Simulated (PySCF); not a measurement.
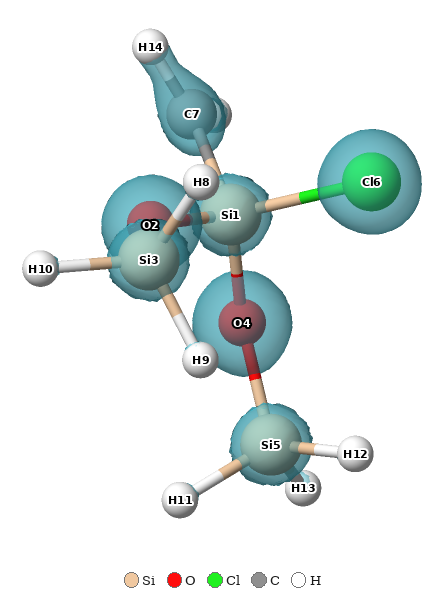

*CH₈ClO₂Si₃ (doublet). Isosurface of the electron density at 1.5 e/Å³ (cyan), seen at an oblique angle.*

Geometry: PBE0-D3(BJ)/def2-SVP.

Level of theory: UKS B3LYP, IGLO-III on C Cl O Si, pcH-1 on H, non-relativistic, mean-field spin-orbit, GIAO (PySCF).

```yaml
atoms:
  - { symbol: Si, position_ang: [0.2049, -0.9056, 0.3992] }
  - { symbol: O, position_ang: [-1.2521, -0.1501, 0.4454] }
  - { symbol: Si, position_ang: [-2.3836, 0.5016, -0.5922] }
  - { symbol: O, position_ang: [1.4342, 0.1778, 0.3499] }
  - { symbol: Si, position_ang: [2.0051, 1.4751, -0.5278] }
  - { symbol: Cl, position_ang: [0.2576, -1.9715, -1.3836] }
  - { symbol: C, position_ang: [0.4055, -2.0223, 1.8256] }
  - { symbol: H, position_ang: [-3.1022, -0.5820, -1.3215] }
  - { symbol: H, position_ang: [-1.7124, 1.4052, -1.5745] }
  - { symbol: H, position_ang: [-3.3477, 1.2841, 0.2286] }
  - { symbol: H, position_ang: [1.2935, 2.7167, -0.1046] }
  - { symbol: H, position_ang: [1.7776, 1.2470, -1.9848] }
  - { symbol: H, position_ang: [3.4616, 1.6124, -0.2523] }
  - { symbol: H, position_ang: [-0.4476, -2.5246, 2.2914] }
  - { symbol: H, position_ang: [1.3931, -2.2917, 2.2122] }
```

Which contacts does the surface bridge?

At this value the surface falls into 13 separate pieces. It bridges the sampled C–H (1.09 Å) contacts, where the density stays above the isovalue. It is pinched off along the sampled Si–O (1.64 Å), C–Si (1.82 Å) and Si–Cl (2.08 Å) contacts. On the grid the lowest density along these lines, outside the cores, is 0.98 e/Å³ (Si–O, 1.64 Å), 0.91 e/Å³ (C–Si, 1.82 Å), 0.64 e/Å³ (Si–Cl, 2.08 Å) and 1.9 e/Å³ (C–H, 1.09 Å).
